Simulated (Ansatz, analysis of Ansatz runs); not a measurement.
# Can an added hole hop between C atoms in MgAl2C2 (P-3m1)?

Question: does an added hole stay on the C atom where it is started in MgAl2C2 (P-3m1), and if so, how high is the barrier for a hop to another C site nearby? Model: a cell of 90 host atoms.

Method: plane-wave PAW DFT, PBEsol+U; relaxation of all atoms of a supercell at fixed charge in a uniform background; PAW set soft_1, in Ansatz 0.2.0.

### Step 1. Set-up

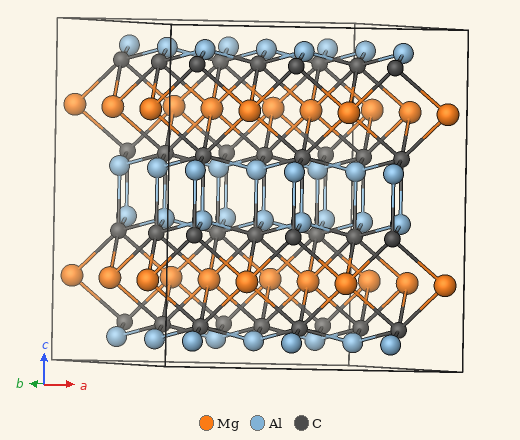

Start, viewed slightly off an axis; magnesium orange, aluminium light blue, carbon dark grey. Some periodic images of atoms are drawn too.

The cell holds 90 atoms: 18 Mg, 36 Al and 36 C. Cell: a = 10.126 Å, b = 10.126 Å, c = 11.547 Å, α = 90.0°, β = 90.0°, γ = 120.0°. It derives from MgAl2C2 (space group P-3m1). Nearest the centre at fractional (0.500, 0.333, 0.250): Al42 at 1.30 Å, Al33 at 1.30 Å, C34 at 1.65 Å, C45 at 1.65 Å, Al2 at 2.72 Å, Al73 at 2.72 Å, Al43 at 2.72 Å, Al32 at 2.72 Å.

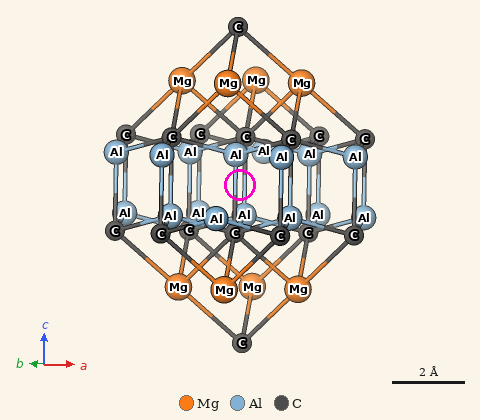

The atoms within 5 Å of the centre. A ring marks the centre wherever it is empty.

Hubbard terms: C p 6.0 eV. They were chosen, not fitted, to curb self-interaction in the shells named, the trial site's among them. The two sites are C45 and C34. The cell's shortest repeat is 10.1 Å.

### Step 2. The cell without the carrier

The neutral cell is relaxed first, from small random displacements, so that bond lengths and moments with the carrier can be set beside those of a relaxed cell without it.

Contents of neutral.relax/input.yaml:

```yaml
crystal:
  lattice:
    - [10.12601677, 0.0, 0.0]
    - [-5.06300839, 8.76938776, 0.0]
    - [0.0, 0.0, 11.54676988]
  atoms:
    - { symbol: Mg, position: [0.0, 0.0, 0.0] }
    - { symbol: Al, position: [0.222222, 0.111111, 0.175001] }
    - { symbol: Al, position: [0.111111, 0.222222, 0.324999] }
    - { symbol: C, position: [0.111111, 0.222222, 0.134669] }
    - { symbol: C, position: [0.222222, 0.111111, 0.365331] }
    - { symbol: Mg, position: [0.0, 0.0, 0.5] }
    - { symbol: Al, position: [0.222222, 0.111111, 0.675001] }
    - { symbol: Al, position: [0.111111, 0.222222, 0.824999] }
    - { symbol: C, position: [0.111111, 0.222222, 0.634669] }
    - { symbol: C, position: [0.222222, 0.111111, 0.865331] }
    - { symbol: Mg, position: [0.0, 0.333333, 0.0] }
    - { symbol: Al, position: [0.222222, 0.444444, 0.175001] }
    - { symbol: Al, position: [0.111111, 0.555556, 0.324999] }
    - { symbol: C, position: [0.111111, 0.555556, 0.134669] }
    - { symbol: C, position: [0.222222, 0.444444, 0.365331] }
    - { symbol: Mg, position: [0.0, 0.333333, 0.5] }
    - { symbol: Al, position: [0.222222, 0.444444, 0.675001] }
    - { symbol: Al, position: [0.111111, 0.555556, 0.824999] }
    - { symbol: C, position: [0.111111, 0.555556, 0.634669] }
    - { symbol: C, position: [0.222222, 0.444444, 0.865331] }
    - { symbol: Mg, position: [0.0, 0.666667, 0.0] }
    - { symbol: Al, position: [0.222222, 0.777778, 0.175001] }
    - { symbol: Al, position: [0.111111, 0.888889, 0.324999] }
    - { symbol: C, position: [0.111111, 0.888889, 0.134669] }
    - { symbol: C, position: [0.222222, 0.777778, 0.365331] }
    - { symbol: Mg, position: [0.0, 0.666667, 0.5] }
    - { symbol: Al, position: [0.222222, 0.777778, 0.675001] }
    - { symbol: Al, position: [0.111111, 0.888889, 0.824999] }
    - { symbol: C, position: [0.111111, 0.888889, 0.634669] }
    - { symbol: C, position: [0.222222, 0.777778, 0.865331] }
    - { symbol: Mg, position: [0.333333, 0.0, 0.0] }
    - { symbol: Al, position: [0.555556, 0.111111, 0.175001] }
    - { symbol: Al, position: [0.444444, 0.222222, 0.324999] }
    - { symbol: C, position: [0.444444, 0.222222, 0.134669] }
    - { symbol: C, position: [0.555556, 0.111111, 0.365331] }
    - { symbol: Mg, position: [0.333333, 0.0, 0.5] }
    - { symbol: Al, position: [0.555556, 0.111111, 0.675001] }
    - { symbol: Al, position: [0.444444, 0.222222, 0.824999] }
    - { symbol: C, position: [0.444444, 0.222222, 0.634669] }
    - { symbol: C, position: [0.555556, 0.111111, 0.865331] }
    - { symbol: Mg, position: [0.333333, 0.333333, 0.0] }
    - { symbol: Al, position: [0.555556, 0.444444, 0.175001] }
    - { symbol: Al, position: [0.444444, 0.555556, 0.324999] }
    - { symbol: C, position: [0.444444, 0.555556, 0.134669] }
    - { symbol: C, position: [0.555556, 0.444444, 0.365331] }
    - { symbol: Mg, position: [0.333333, 0.333333, 0.5] }
    - { symbol: Al, position: [0.555556, 0.444444, 0.675001] }
    - { symbol: Al, position: [0.444444, 0.555556, 0.824999] }
    - { symbol: C, position: [0.444444, 0.555556, 0.634669] }
    - { symbol: C, position: [0.555556, 0.444444, 0.865331] }
    - { symbol: Mg, position: [0.333333, 0.666667, 0.0] }
    - { symbol: Al, position: [0.555556, 0.777778, 0.175001] }
    - { symbol: Al, position: [0.444444, 0.888889, 0.324999] }
    - { symbol: C, position: [0.444444, 0.888889, 0.134669] }
    - { symbol: C, position: [0.555556, 0.777778, 0.365331] }
    - { symbol: Mg, position: [0.333333, 0.666667, 0.5] }
    - { symbol: Al, position: [0.555556, 0.777778, 0.675001] }
    - { symbol: Al, position: [0.444444, 0.888889, 0.824999] }
    - { symbol: C, position: [0.444444, 0.888889, 0.634669] }
    - { symbol: C, position: [0.555556, 0.777778, 0.865331] }
    - { symbol: Mg, position: [0.666667, 0.0, 0.0] }
    - { symbol: Al, position: [0.888889, 0.111111, 0.175001] }
    - { symbol: Al, position: [0.777778, 0.222222, 0.324999] }
    - { symbol: C, position: [0.777778, 0.222222, 0.134669] }
    - { symbol: C, position: [0.888889, 0.111111, 0.365331] }
    - { symbol: Mg, position: [0.666667, 0.0, 0.5] }
    - { symbol: Al, position: [0.888889, 0.111111, 0.675001] }
    - { symbol: Al, position: [0.777778, 0.222222, 0.824999] }
    - { symbol: C, position: [0.777778, 0.222222, 0.634669] }
    - { symbol: C, position: [0.888889, 0.111111, 0.865331] }
    - { symbol: Mg, position: [0.666667, 0.333333, 0.0] }
    - { symbol: Al, position: [0.888889, 0.444444, 0.175001] }
    - { symbol: Al, position: [0.777778, 0.555556, 0.324999] }
    - { symbol: C, position: [0.777778, 0.555556, 0.134669] }
    - { symbol: C, position: [0.888889, 0.444444, 0.365331] }
    - { symbol: Mg, position: [0.666667, 0.333333, 0.5] }
    - { symbol: Al, position: [0.888889, 0.444444, 0.675001] }
    - { symbol: Al, position: [0.777778, 0.555556, 0.824999] }
    - { symbol: C, position: [0.777778, 0.555556, 0.634669] }
    - { symbol: C, position: [0.888889, 0.444444, 0.865331] }
    - { symbol: Mg, position: [0.666667, 0.666667, 0.0] }
    - { symbol: Al, position: [0.888889, 0.777778, 0.175001] }
    - { symbol: Al, position: [0.777778, 0.888889, 0.324999] }
    - { symbol: C, position: [0.777778, 0.888889, 0.134669] }
    - { symbol: C, position: [0.888889, 0.777778, 0.365331] }
    - { symbol: Mg, position: [0.666667, 0.666667, 0.5] }
    - { symbol: Al, position: [0.888889, 0.777778, 0.675001] }
    - { symbol: Al, position: [0.777778, 0.888889, 0.824999] }
    - { symbol: C, position: [0.777778, 0.888889, 0.634669] }
    - { symbol: C, position: [0.888889, 0.777778, 0.865331] }
basis:
  ecutwfc: 420
  xc_grid: 2
hamiltonian:
  xc: pbesol
  hubbard:
    sites: [{ species: C, l: p, u_eff: 6.0 }]
    projectors: ortho-atomic
  pseudopotentials: { kind: paw, azcp: { folder: soft_1 }, xc_functional: pbe }
kpoints:
  mp_grid: { grid: [1, 1, 1] }
scf:
  occupations: { method: fermi_dirac, width: 0.01 }
  max_iter: 120
  lower_state_search: "off"
output:
  forces: true
relax:
  f_tol: 0.02
  max_steps: 70
  random_displacement: { amplitude: 0.04, seed: 5673 }
checkpoint:
  write: "../neutral.relax.run"
  compress: false
  write_wavefunctions: true
  write_every: 100000
```

Launch:

```bash
$ ansatz run input.yaml --threads 4 --pin off --max-ram 9420MiB --backend cpu --events-out ev --progress --plain --runs-dir out
```

Numbers of over 12 decimals in the logs are rounded to 6 here.

Output:

```text
[... repeated set-up lines and file paths are left out, and long positions are rounded to six places ...]
Engine: ansatz 0.2.0, x86_64-unknown-linux-gnu
Pseudopotentials: kind: paw
Pseudopotential: Mg, paw, valence charge 10, recommended cutoff 420 eV (normal), soft_1/Mg.paw.azcp
Pseudopotential: Al, paw, valence charge 3, recommended cutoff 420 eV (normal), soft_1/Al.paw.azcp
Pseudopotential: C, paw, valence charge 4, recommended cutoff 420 eV (normal), soft_1/C.paw.azcp
Functional definition: PBEsol
  exchange = pbesol_x
  correlation = pbesol_c
Crystal: 90 atoms, lattice volume = 1025.341 Å³
Basis set: ecut = 420 eV, 20007 PW (Γ), exchange–correlation on 144×144×160 points (8 copies of the dense FFT grid, shifted against one another)
Bands: 306, of which v1, the nominal top of the filled ones, is band 216 counted from 1 (215 counted from 0)
Symmetry: 1 space group operations
k-points: 1
Non-local potential: Mg, projectors of the file, l = 0: 3, l = 1: 2, l = 2: 1
Non-local potential: Al, projectors of the file, l = 0: 2, l = 1: 2, l = 2: 1
Non-local potential: C, projectors of the file, l = 0: 2, l = 1: 2, l = 2: 1
PAW form: soft (Blöchl's): semilocal exchange-correlation on the pseudo side does not see the compensation charge
PAW frozen core: Mg, regenerated for the run's functional, and the local potential with it (the file was generated under x = pbe(κ = 0.804, μ = 0.219515), c = pbe(β = 0.066725))
PAW frozen core: Al, regenerated for the run's functional, and the local potential with it (the file was generated under x = pbe(κ = 0.804, μ = 0.219515), c = pbe(β = 0.066725))
[...]
[... 2 atoms left out ...]
  atom   5  C      0.00359899     0.00235907    -0.00329013
  [... 26 atoms left out ...]
  atom  32  Al    -0.00381259    -0.00789838    -0.01286079
  atom  33  Al    -0.00177244    -0.00819539    -0.00153748
  atom  34  C      0.01091464     0.01162428     0.01455506
  [... 7 atoms left out ...]
  atom  42  Al     0.00384537    -0.00037106    -0.01156365
  atom  43  Al     0.00085539     0.00064989     0.00803418
  [... 1 atom left out ...]
  atom  45  C     -0.00461164    -0.00065700     0.00581987
  [... 27 atoms left out ...]
  atom  73  Al     0.00860946     0.00615121    -0.00038050
  atom  74  C      0.00355137    -0.00280885     0.00662712
  [... 16 atoms left out ...]
  max |Σ_I F_I| component: 2.50e-5 eV/Å
--- Band table (eV) ---
  k-point 0: bands = ["-66.4327", "-66.4316", "-66.4313", "-66.4309", [... 298 left out ...] "15.8470", "15.8481", "16.1795", "16.1805"]
Occupation matrices written to <dir>
--- Relaxed structure (4 steps of the walk, 4 accepted, 0 SCFs on fresh bases) ---
  F+E_penalty+E_count = -62043.44583367 eV   max|allowed force component| = 1.455e-2 eV/Å
  atoms:
    - { symbol: Mg, position: [-3.804826671195222e-6, 0.000250, 0.000293] }
    - { symbol: Al, position: [0.222256, 0.111242, 0.175954] }
    [... 2 atoms left out ...]
    - { symbol: C, position: [0.222226, 0.111211, 0.362407] }
    [... 26 atoms left out ...]
    - { symbol: Al, position: [0.555624, 0.111414, 0.175879] }
    - { symbol: Al, position: [0.444479, 0.222503, 0.324748] }
    - { symbol: C, position: [0.444337, 0.222351, 0.138034] }
    [... 7 atoms left out ...]
    - { symbol: Al, position: [0.555562, 0.444646, 0.175864] }
    - { symbol: Al, position: [0.444496, 0.555848, 0.324625] }
    [... 1 atom left out ...]
    - { symbol: C, position: [0.555638, 0.444695, 0.362279] }
    [... 27 atoms left out ...]
    - { symbol: Al, position: [0.777843, 0.555710, 0.324674] }
    - { symbol: C, position: [0.777814, 0.555730, 0.138097] }
    [... 16 atoms left out ...]
[key lines of the parts left out:]
SCF converged after 3 iterations
Free energy (F): -62043.445834 eV
Fermi energy:    9.271355 eV
```

It took 26 s on 4 threads of Intel Xeon Platinum 8259CL at 2.50GHz (Skylake/Cascade Lake), shared host; peak memory 1.3 GiB; 91 s of CPU time.

The largest displacement from an ideal site is 0.038 Å.

(Continued in part 2 of 3.)

[Logs are printed without paths, hosts, clocks, repeated set-up lines and the standing remarks that a program may print on its own settings, such as how far it seeks lower states.]

[Hosts, paths, dates, database ids (printed as entryN), source tags and the programs' standing remarks are cut or masked in the printed files.]
